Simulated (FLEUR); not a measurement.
# E(M) of MnPt3

How stiff is the moment of MnPt3, and are there other minima?

Method: LDA (VWN); all-electron FLAPW, Dirac cores, scalar-relativistic bands, in FLEUR MaX-R8.1.

**1. The starting structure**

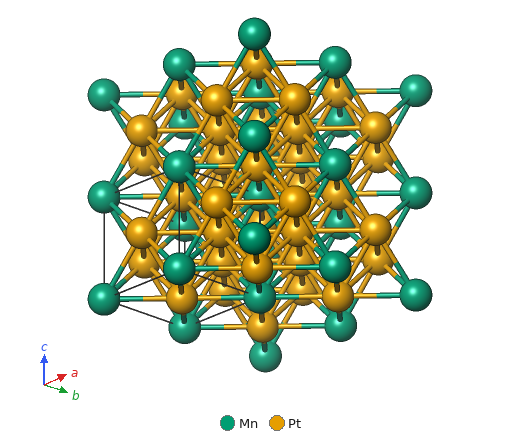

The cell as given, from a free direction (manganese teal, platinum orange). 2×2×2 cells are drawn. Some periodic images of atoms are drawn too.

The settings of this session are cheaper than careful work needs (see the inputs), so it shows what such settings give, not the properties of the crystal.

**2. The free run**

The free run tells which range of moments is worth scanning.

inpgen writes inp.xml from crystal.txt; cutoffs, mixing, functional, smearing and local orbitals are then set in the file. The k list default-1 (kpts.xml, not shown) is a Γ-centred 4×4×4 mesh; where the ranks do not divide the number of points, some are split in two of half the weight.

Input file inp.xml:

```
<?xml version="1.0" encoding="UTF-8" standalone="no"?>
<fleurInput fleurInputVersion="0.39">
   <comment>
      MnPt3
   </comment>
   <calculationSetup>
      <cutoffs Kmax="3.6" Gmax="10.8" GmaxXC="10.8" numbands="0"/>
      <scfLoop itmax="90" minDistance="0.00002" maxIterBroyd="15" imix="Anderson" alpha="0.05" precondParam="0.0" spinf="2.0" sdNocoIR="T"/>
      <coreElectrons ctail="T" frcor="F" kcrel="1" coretail_lmax="0"/>
      <xcFunctional name="vwn" relativisticCorrections="F"/>
      <magnetism jspins="2"/>
      <soc l_soc="F" theta="0.0" phi="0.0" spav="F"/>
      <expertModes spex="0" secvar="F"/>
      <geometryOptimization l_f="F" forcealpha="1.0" forcemix="BFGS" epsdisp="0.00001" epsforce="0.00001"/>
      <ldaU l_linMix="F" mixParam="0.05" spinf="1.0"/>
   </calculationSetup>
   <cell>
      <bzIntegration valenceElectrons="63.0" mode="hist" fermiSmearingEnergy="0.00293995">
         <kPointListSelection listName="default-1"/>
         <xi:include xmlns:xi="http://www.w3.org/2001/XInclude" href="kpts.xml"> </xi:include>
      </bzIntegration>
      <xi:include xmlns:xi="http://www.w3.org/2001/XInclude" href="sym.xml"> </xi:include>
      <bulkLattice scale="1.0">
         <bravaisMatrix>
            <row-1>    7.3699318859399998     0.0000000000000000     0.0000000000000000</row-1>
            <row-2>    0.0000000000000000     7.3699318859399998     0.0000000000000000</row-2>
            <row-3>    0.0000000000000000     0.0000000000000000     7.3699318859399998</row-3>
         </bravaisMatrix>
      </bulkLattice>
   </cell>
   <atomSpecies>
      <species name="Manganese 3.500" element="Mn" atomicNumber="25">
         <mtSphere radius="2.54" gridPoints="839" logIncrement="0.015"/>
         <atomicCutoffs lmax="6" lnonsphr="4"/>
         <electronConfig flipSpins="F">
            <coreConfig>(1s1/2) (2s1/2) (2p1/2) (2p3/2)</coreConfig>
            <valenceConfig>(3s1/2) (3p1/2) (3p3/2) (4s1/2) (3d3/2) (3d5/2)</valenceConfig>
            <stateOccupation state="(3d3/2)" spinUp="1.25" spinDown="0.75"/>
            <stateOccupation state="(3d5/2)" spinUp="3.0" spinDown="0.0"/>
         </electronConfig>
         <energyParameters s="4" p="4" d="3" f="4"/>
         <lo type="SCLO" l="0" n="3" eDeriv="0"/>
         <lo type="SCLO" l="1" n="3" eDeriv="0"/>
      </species>
      <species name="Platinum (Pt)" element="Pt" atomicNumber="78">
         <mtSphere radius="2.54" gridPoints="839" logIncrement="0.016"/>
         <atomicCutoffs lmax="6" lnonsphr="4"/>
         <electronConfig flipSpins="F">
            <coreConfig>(1s1/2) (2s1/2) (2p1/2) (2p3/2) (3s1/2) (3p1/2) (3p3/2) (4s1/2) (3d3/2) (3d5/2) (4p1/2) (4p3/2) (5s1/2) (4d3/2) (4d5/2) (4f5/2) (4f7/2)</coreConfig>
            <valenceConfig>(5p1/2) (5p3/2) (6s1/2) (5d3/2) (5d5/2)</valenceConfig>
            <stateOccupation state="(6s1/2)" spinUp="0.500000" spinDown="0.500000"/>
            <stateOccupation state="(5d3/2)" spinUp="1.800000" spinDown="1.800000"/>
            <stateOccupation state="(5d5/2)" spinUp="2.700000" spinDown="2.700000"/>
         </electronConfig>
         <energyParameters s="6" p="6" d="5" f="5"/>
         <lo type="SCLO" l="1" n="5" eDeriv="0"/>
      </species>
   </atomSpecies>
   <atomGroups>
      <atomGroup species="Manganese 3.500">
         <relPos label="                   1">.0000000000 .0000000000 .0000000000</relPos>
         <force calculate="T" relaxXYZ="TTT"/>
      </atomGroup>
      <atomGroup species="Platinum (Pt)">
         <relPos label="                   2">.0000000000 1.000/2.000 1.000/2.000</relPos>
         <relPos label="                   3">1.000/2.000 .0000000000 1.000/2.000</relPos>
         <relPos label="                   4">1.000/2.000 1.000/2.000 .0000000000</relPos>
         <force calculate="T" relaxXYZ="TTT"/>
      </atomGroup>
   </atomGroups>
   <output dos="F" band="F" slice="F">
      <bandDOS minEnergy="-.5*Htr" maxEnergy="0.5*Htr" sigma="0.015" storeEVData="T"/>
      <plotting iplot="0" polar="F">
         <plot TwoD="T" vec1="  1.0  0.0  0.0" vec2="  0.0  1.0  0.0" vec3="  0.0  0.0  1.0" zero="  0.0  0.0  0.0" file="plot"/>
      </plotting>
      <moessbauerParams electricFieldGradient="F" isomerShift="F" coreHyperfine="F" valenceHyperfine="F"/>
   </output>
</fleurInput>
```

Input file crystal.txt:

```
MnPt3
&input film=F cartesian=F /
3.90000000000  0.00000000000  0.00000000000
0.00000000000  3.90000000000  0.00000000000
0.00000000000  0.00000000000  3.90000000000
1.8897261246
1.0 1.0 1.0

4
25 0.00000000000  0.00000000000  0.00000000000 : 3.500
78 0.00000000000  0.50000000000  0.50000000000
78 0.50000000000  0.00000000000  0.50000000000
78 0.50000000000  0.50000000000  0.00000000000

&kpt div1=4 div2=4 div3=4 gamma=T /
```

Started as:

```bash
OMP_NUM_THREADS=1 inpgen -f crystal.txt > inpgen.log  # inp.xml is then edited as shown
OMP_NUM_THREADS=1 mpirun -n 4 fleur_MPI > fleur.log
```

Output:

```text
Welcome to FLEUR        (www.flapw.de)
      MaX-Release 8.1          (www.max-centre.eu)

 ========== k-point set info ==========
 Selected k-point list: default-1
 k-point list type: mesh
 0 x 0 x 0
 Number of k points: 12

 ------------Calculation Setup---------------------------
 Number of MPI-tasks      :            4
 Number of PE/node        :            4
 Number of OMP-threads    :            1
 k-points in parallel     :            4
 pe's per k-point         :            1
 No of k-point loops      :            3
 Eigenvalue solver        :       lapack
 Number of basis functions:          348
 Approximate size of matrices (H+S) per k-point:         0.002 GB
 --------------------------------------------------------
 [... lines of the core solver left out ...]
 Iteration:     1   Distance:      32.05573450 me/bohr^3
 [... lines of the core solver left out ...]
 Iteration:     2   Distance:      16.00631687 me/bohr^3
 [... lines of the core solver left out ...]
[... rest left out ...]

--- out.xml (last complete iteration) ---
<iteration numberForCurrentRun="   26" overallNumber="   26">
         <energyParameters units="Htr">
            <atomicEP atomType="1" spin="1" branch="4s" branchLowest="-2.51" branchHighest="1.52" value="0.3082086834"/>
            <atomicEP atomType="1" spin="1" branch="4p" branchLowest="-1.37" branchHighest="2.02" value="0.4417198138"/>
            <atomicEP atomType="1" spin="1" branch="3d" branchLowest="-9.99" branchHighest="0.44" value="0.3467273221"/>
            <atomicEP atomType="1" spin="1" branch="4f" branchLowest="-9.99" branchHighest="3.01" value="0.7540827382"/>
            <loAtomicEP atomType="1" spin="1" branch="3s" branchLowest="-26.61" branchHighest="-2.51" value="-2.5182162803"/>
            <loAtomicEP atomType="1" spin="1" branch="3p" branchLowest="-22.47" branchHighest="-1.37" value="-1.3826897967"/>
            <atomicEP atomType="2" spin="1" branch="6s" branchLowest="-3.19" branchHighest="1.51" value="0.2472128869"/>
            <atomicEP atomType="2" spin="1" branch="6p" branchLowest="-1.48" branchHighest="2.40" value="0.4157494052"/>
            <atomicEP atomType="2" spin="1" branch="5d" branchLowest="-10.70" branchHighest="0.55" value="0.3214627316"/>
            <atomicEP atomType="2" spin="1" branch="5f" branchLowest="-2.04" branchHighest="2.53" value="0.7066573817"/>
            <loAtomicEP atomType="2" spin="1" branch="5p" branchLowest="-18.49" branchHighest="-1.48" value="-1.5494741810"/>
            <atomicEP atomType="1" spin="2" branch="4s" branchLowest="-2.37" branchHighest="1.61" value="0.3331710759"/>
            <atomicEP atomType="1" spin="2" branch="4p" branchLowest="-1.23" branchHighest="2.10" value="0.4605165297"/>
            <atomicEP atomType="1" spin="2" branch="3d" branchLowest="-9.99" branchHighest="0.58" value="0.4501218513"/>
            <atomicEP atomType="1" spin="2" branch="4f" branchLowest="-9.99" branchHighest="3.10" value="0.7676109019"/>
            <loAtomicEP atomType="1" spin="2" branch="3s" branchLowest="-26.55" branchHighest="-2.37" value="-2.3782670447"/>
            <loAtomicEP atomType="1" spin="2" branch="3p" branchLowest="-22.42" branchHighest="-1.23" value="-1.2467430650"/>
            <atomicEP atomType="2" spin="2" branch="6s" branchLowest="-3.19" branchHighest="1.51" value="0.2474245386"/>
            <atomicEP atomType="2" spin="2" branch="6p" branchLowest="-1.48" branchHighest="2.41" value="0.4153951718"/>
            <atomicEP atomType="2" spin="2" branch="5d" branchLowest="-10.70" branchHighest="0.55" value="0.3246887444"/>
            <atomicEP atomType="2" spin="2" branch="5f" branchLowest="-2.04" branchHighest="2.53" value="0.7061410053"/>
            <loAtomicEP atomType="2" spin="2" branch="5p" branchLowest="-18.49" branchHighest="-1.48" value="-1.5448011843"/>
         </energyParameters>
         <bandgap value="0.0022228248" units="eV"/>
         <sumValenceSingleParticleEnergies value="-28.5823393346" units="Htr"/>
         <FermiEnergy value="0.4251584344" units="Htr"/>
         <valenceDensity>
            <mtCharges spin="1">
               <mtCharge atomType="1" total="8.9170538" s="1.2157140" p="3.2501934" d="4.4090015" f="0.0313798"/>
               <mtCharge atomType="2" total="7.4504332" s="0.2711320" p="3.2092362" d="3.9277497" f="0.0326404"/>
            </mtCharges>
            <mtCharges spin="2">
               <mtCharge atomType="1" total="5.2410882" s="1.1973619" p="3.2137146" d="0.7898485" f="0.0297834"/>
               <mtCharge atomType="2" total="7.2668699" s="0.2827489" p="3.2214223" d="3.7266309" f="0.0277973"/>
            </mtCharges>
            <spinDependentCharge spin="1" total="33.6254144" interstitial="2.3570609" mtSpheres="31.2683535"/>
            <spinDependentCharge spin="2" total="29.3745856" interstitial="2.3328878" mtSpheres="27.0416978"/>
            <totalCharge value="63.0000000000"/>
         </valenceDensity>
         <allElectronCharges>
            <spinDependentCharge spin="1" total="131.6254312" interstitial="2.3582985" mtSpheres="129.2671327"/>
            <spinDependentCharge spin="2" total="127.3745688" interstitial="2.3341258" mtSpheres="125.0404430"/>
            <totalCharge value="258.9999999607"/>
         </allElectronCharges>
         <magneticMomentsInMTSpheres units="muBohr">
            <globalMagMoment atomType="1" vec="0.00000   0.00000   3.67598"/>
            <localMagMoment atomType="1" vec="0.00000   0.00000   3.67598"/>
            <globalMagMoment atomType="2" vec="0.00000   0.00000   0.18357"/>
            <localMagMoment atomType="2" vec="0.00000   0.00000   0.18357"/>
         </magneticMomentsInMTSpheres>
         <moessbauerParams unitsHFF="kG" unitsIS="e/bohr^3" unitsEFG="Htr/bohr^2">
         </moessbauerParams>
         <totalEnergy value="   -56466.0311613613" units="Htr">
            <sumOfEigenvalues value="   -34629.1432426354">
               <coreElectrons value="-34600.5609033008"/>
               <valenceElectrons value="-28.5823393346"/>
            </sumOfEigenvalues>
            <densityCoulombPotentialIntegral value="-97629.5242421577"/>
            <densityEffectivePotentialIntegral value="-99077.8264519830"/>
            <chargeDenXCDenIntegral value="-1091.1317675721"/>
            <FockExchangeEnergyValence value="0.0000000000"/>
            <FockExchangeEnergyCore value="0.0000000000"/>
            <atomTypeDependentContributions atomType="1">
               <electronNucleiInteractionDifferentMTs value="1380.8691052885"/>
               <MadelungTerm value="-9.7802588702"/>
            </atomTypeDependentContributions>
            <atomTypeDependentContributions atomType="2">
               <electronNucleiInteractionDifferentMTs value="69507.9385236210"/>
               <MadelungTerm value="-110.2325942783"/>
            </atomTypeDependentContributions>
            <tkbTimesEntropy value="0.0036106704"/>
            <freeEnergy value="-56466.0347720317"/>
            <extrapolationTo0K value="-56466.0329666965"/>
         </totalEnergy>
         <densityConvergence units="me/bohr^3">
            <chargeDensity spin="1" distance="0.0000048397"/>
            <chargeDensity spin="2" distance="0.0000042975"/>
            <overallChargeDensity distance="0.0000022234"/>
            <spinDensity distance="0.0000088791"/>
         </densityConvergence>
      </iteration>
```

Elapsed: 20 s, on 4 MPI ranks of Arm Neoverse N1, shared host; peak memory 0.18 GiB; 79 s of CPU time.

Spin moment in the muffin-tin sphere by atom:

```
atom  spin moment in the muffin-tin sphere (μB)
 Mn1                                       3.68
 Pt2                                       0.18
 Pt3                                       0.18
 Pt4                                       0.18
```

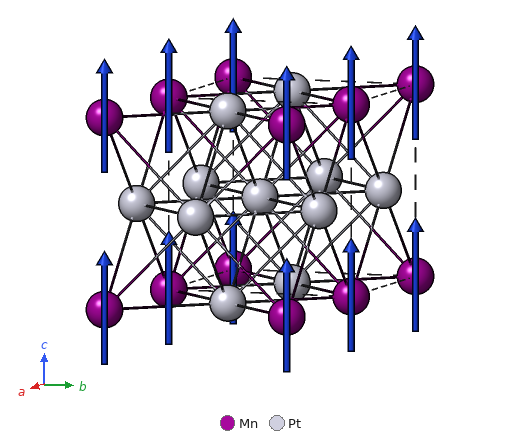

Spin moment in the muffin-tin sphere as arrows, the longest 3.68 μB. Up and down stand for the sign. Arrows give size and sign along the axis of quantisation, drawn up and down the page. 2×1×1 cells are drawn. Some periodic images of atoms are drawn too.

Numbers from this step:

* free energy: -1536519.0820 eV
* program's band gap on this mesh (in a metal only a level spacing): 0.002223 eV
* magnetization: 4.251 μB
* final state: ferromagnetic

After 26 cycles the largest moment stands at 3.68 μB.

**3. No spin polarisation**

Changes to inp.xml since step 2:

```diff
@@ -10,3 +10,3 @@
       <xcFunctional name="vwn" relativisticCorrections="F"/>
-      <magnetism jspins="2"/>
+      <magnetism jspins="1"/>
       <soc l_soc="F" theta="0.0" phi="0.0" spav="F"/>
@@ -31,3 +31,3 @@
    <atomSpecies>
-      <species name="Manganese 3.500" element="Mn" atomicNumber="25">
+      <species name="Manganese (Mn)" element="Mn" atomicNumber="25">
          <mtSphere radius="2.54" gridPoints="839" logIncrement="0.015"/>
@@ -37,4 +37,4 @@
             <valenceConfig>(3s1/2) (3p1/2) (3p3/2) (4s1/2) (3d3/2) (3d5/2)</valenceConfig>
-            <stateOccupation state="(3d3/2)" spinUp="1.25" spinDown="0.75"/>
-            <stateOccupation state="(3d5/2)" spinUp="3.0" spinDown="0.0"/>
+            <stateOccupation state="(3d3/2)" spinUp="1.000000" spinDown="1.000000"/>
+            <stateOccupation state="(3d5/2)" spinUp="1.500000" spinDown="1.500000"/>
          </electronConfig>
@@ -59,3 +59,3 @@
    <atomGroups>
-      <atomGroup species="Manganese 3.500">
+      <atomGroup species="Manganese (Mn)">
          <relPos label="                   1">.0000000000 .0000000000 .0000000000</relPos>
```

Changes to crystal.txt since step 2:

```diff
@@ -9,3 +9,3 @@
 4
-25 0.00000000000  0.00000000000  0.00000000000 : 3.500
+25 0.00000000000  0.00000000000  0.00000000000
 78 0.00000000000  0.50000000000  0.50000000000
```

Output:

```text
[banner, memory and clock lines left out]
Welcome to FLEUR        (www.flapw.de)
      MaX-Release 8.1          (www.max-centre.eu)

 ========== k-point set info ==========
 Selected k-point list: default-1
 k-point list type: mesh
 0 x 0 x 0
 Number of k points: 12

 [... set-up left out ...]
 Iteration:     1   Distance:       0.00000000 me/bohr^3

 ********************************************************************
 Run finished successfully
 Stop message:
   all done
 ********************************************************************
```

Wall time 1.2 s (4 MPI ranks); peak memory 0.07 GiB.

The run ended without a usable result.

**4. Moment fixed at 4.304 μB**

Two Fermi energies hold the total moment; the run starts from the free run's density.

Changes to inp.xml since step 3:

```diff
@@ -10,3 +10,3 @@
       <xcFunctional name="vwn" relativisticCorrections="F"/>
-      <magnetism jspins="1"/>
+      <magnetism jspins="2" fixed_moment="4.304"/>
       <soc l_soc="F" theta="0.0" phi="0.0" spav="F"/>
@@ -31,3 +31,3 @@
    <atomSpecies>
-      <species name="Manganese (Mn)" element="Mn" atomicNumber="25">
+      <species name="Manganese 3.500" element="Mn" atomicNumber="25">
          <mtSphere radius="2.54" gridPoints="839" logIncrement="0.015"/>
@@ -37,4 +37,4 @@
             <valenceConfig>(3s1/2) (3p1/2) (3p3/2) (4s1/2) (3d3/2) (3d5/2)</valenceConfig>
-            <stateOccupation state="(3d3/2)" spinUp="1.000000" spinDown="1.000000"/>
-            <stateOccupation state="(3d5/2)" spinUp="1.500000" spinDown="1.500000"/>
+            <stateOccupation state="(3d3/2)" spinUp="1.25" spinDown="0.75"/>
+            <stateOccupation state="(3d5/2)" spinUp="3.0" spinDown="0.0"/>
          </electronConfig>
@@ -59,3 +59,3 @@
    <atomGroups>
-      <atomGroup species="Manganese (Mn)">
+      <atomGroup species="Manganese 3.500">
          <relPos label="                   1">.0000000000 .0000000000 .0000000000</relPos>
```

Started as:

```bash
OMP_NUM_THREADS=1 mpirun -n 4 fleur_MPI > fleur.log
```

Output:

```text
[banner, memory and clock lines left out]
Welcome to FLEUR        (www.flapw.de)
      MaX-Release 8.1          (www.max-centre.eu)

 ========== k-point set info ==========
 Selected k-point list: default-1
 k-point list type: mesh
 0 x 0 x 0
 Number of k points: 12

 [... set-up left out ...]
 Iteration:     1   Distance:       0.26381241 me/bohr^3
 [... lines of the core solver left out ...]
 Iteration:     2   Distance:       0.24433550 me/bohr^3
 [... lines of the core solver left out ...]
[... rest left out ...]

--- out.xml (last complete iteration) ---
<iteration numberForCurrentRun="   14" overallNumber="   40">
         [... left out ...]
         <bandgap value="0.0062979501" units="eV"/>
         <sumValenceSingleParticleEnergies value="-13.8384688879" units="Htr"/>
         <bandgap value="0.0000000000" units="eV"/>
         <sumValenceSingleParticleEnergies value="-28.5777960440" units="Htr"/>
         <FermiEnergy value="0.4246298642" units="Htr"/>
         <FixedTotalMoment fermiEnergyUp="0.4254037608" fermiEnergyDown="0.4246298642" units="Htr"/>
         [... left out ...]
         <magneticMomentsInMTSpheres units="muBohr">
            <globalMagMoment atomType="1" vec="0.00000   0.00000   3.68424"/>
            <globalMagMoment atomType="2" vec="0.00000   0.00000   0.19764"/>
         </magneticMomentsInMTSpheres>
         [... left out ...]
         <totalEnergy value="   -56466.0311784653" units="Htr">
            <sumOfEigenvalues value="   -34629.1292875114">
               <coreElectrons value="-34600.5514914674"/>
               <valenceElectrons value="-28.5777960440"/>
            </sumOfEigenvalues>
         [... left out ...]
            <freeEnergy value="-56466.0347497798"/>
            <extrapolationTo0K value="-56466.0329641225"/>
         </totalEnergy>
         <densityConvergence units="me/bohr^3">
            <chargeDensity spin="1" distance="0.0000020898"/>
            <chargeDensity spin="2" distance="0.0000016887"/>
            <overallChargeDensity distance="0.0000020664"/>
            <spinDensity distance="0.0000031887"/>
         </densityConvergence>
      </iteration>
```

Run time: 11 s. Hardware: 4 MPI ranks; peak memory 0.18 GiB.

Numbers from this step:

- magnetization: 4.304 μB

Its energy lies +0.6 meV a cell from the free run's.

**5. Moment fixed at 3.587 μB**

Changes to inp.xml since step 4:

```diff
@@ -10,3 +10,3 @@
       <xcFunctional name="vwn" relativisticCorrections="F"/>
-      <magnetism jspins="2" fixed_moment="4.304"/>
+      <magnetism jspins="2" fixed_moment="3.587"/>
       <soc l_soc="F" theta="0.0" phi="0.0" spav="F"/>
```

Output:

```text
[banner, memory and clock lines left out]
Welcome to FLEUR        (www.flapw.de)
      MaX-Release 8.1          (www.max-centre.eu)

 ========== k-point set info ==========
 Selected k-point list: default-1
 k-point list type: mesh
 0 x 0 x 0
 Number of k points: 12

 [... set-up left out ...]
 Iteration:     1   Distance:       3.42628139 me/bohr^3
 [... lines of the core solver left out ...]
 Iteration:     2   Distance:       3.19316299 me/bohr^3
 [... lines of the core solver left out ...]
[... rest left out ...]

--- out.xml (last complete iteration) ---
[...]
<sumOfEigenvalues value="   -34629.0968787939">
               <coreElectrons value="-34600.4879598990"/>
               <valenceElectrons value="-28.6089188948"/>
            </sumOfEigenvalues>
         [... left out ...]
            <freeEnergy value="-56466.0327553140"/>
            <extrapolationTo0K value="-56466.0310112187"/>
         </totalEnergy>
         <densityConvergence units="me/bohr^3">
            <chargeDensity spin="1" distance="0.0000080609"/>
            <chargeDensity spin="2" distance="0.0000078874"/>
            <overallChargeDensity distance="0.0000119032"/>
            <spinDensity distance="0.0000106157"/>
         </densityConvergence>
      </iteration>
```

It took 13 s on 4 MPI ranks; peak memory 0.18 GiB.

Read from the output:

| Property | Result |
| --- | --- |
| magnetization | 3.587 μB |

Its energy lies +54.9 meV a cell from the free run's.

[end of part 1 of 2]

[Logs and program files are shortened in this print: banners, set-up blocks, solver, clock and traceback lines can be left out without a mark of their own.]

[Logs are printed without paths, hosts, clocks, repeated set-up lines and the standing remarks that a program may print on its own settings, such as how far it seeks lower states.]

[Hosts, paths, dates, database ids (printed as entryN), source tags and the programs' standing remarks are cut or masked in the printed files.]

[Where a cell is said to come from a database of computed structures, the database is the Materials Project.]
